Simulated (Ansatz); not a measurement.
Start from AlN in the wurtzite structure (space group P6_3mc, No. 186; a = 3.107 Å, c = 4.978 Å). Axes: x lies along a and z along c of the hexagonal cell.

It is then changed as follows: uniaxial stress, 1 GPa tension along z, with the cell and atoms free to relax against it.

Calculations: r2SCAN (Ansatz, a quantum-chemistry and plane-wave program; PAW; 500 eV plane waves; no spin-orbit coupling).

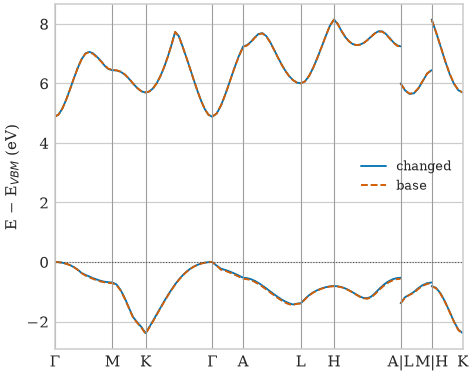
Highest valence and lowest conduction band along the path, each from its own valence-band maximum

Problem. Read the changed gap and its character from the plot.

Solution. About 4.9 eV, direct at Γ.

Load acts through the strain it causes; cell and atoms are relaxed under it. Beyond what the load breaks, stability against distortions was not tested.
